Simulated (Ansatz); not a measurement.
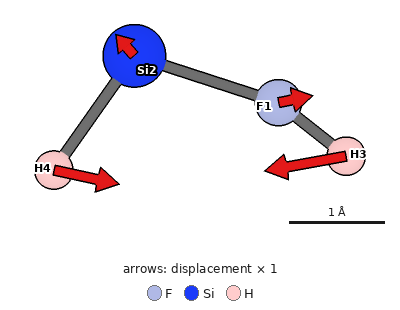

This is a relaxation of SiH2F (multiplicity 2). The starting structure is drawn; red arrows show the displacements, at their true length. The two geometries are superimposed by the best rigid fit.

The picture is a ball-and-stick view, seen face on.

It is one of the separated reactants of a reaction.

The calculation used Ansatz, UKS PBE-D4/def2-SVP.

Input
```yaml
crystal:
  periodic: [false, false, false]
  atoms:
    - {symbol: F, position_ang: [1.239939, 0.658375, -0.448719]}
    - {symbol: Si, position_ang: [-0.069520, -0.253761, -0.290350]}
    - {symbol: H, position_ang: [2.008034, 1.079906, -0.202872]}
    - {symbol: H, position_ang: [0.080233, -1.055767, 0.956116]}
basis:
  gaussian: {orbitals: def2-SVP}
magnetization: {spin_polarized: true, initial_magnetization: 1}
hamiltonian: {xc: pbe, dispersion: d4}
relax: {f_tol: 0.03, max_steps: 250}
```

Run as
```bash
ansatz run in.yaml --threads 2 --pin off --events-out ev --progress --plain --max-ram 4352MiB
```

Q: Describe the change and its energy.

A: Over 12 accepted moves (14 points after the start) the energy falls by 203.3 kJ/mol. Largest force component: 7.7 eV/Å at the start, 0.022 eV/Å at the end. The line search rejected the trial steps at points 11, 13 of the run. The largest move after the best rigid fit is that of H3, 0.89 Å. By element the largest moves are H 0.89 Å, F 0.38 Å, Si 0.31 Å. Some distances before and after: F1–Si2 1.604 → 2.200 Å, Si2–H3 2.470 → 2.132 Å, Si2–H4 1.490 → 1.604 Å, F1–H3 0.910 → 0.973 Å. Bonds break: F1–Si2 (1.60 → 2.20 Å).
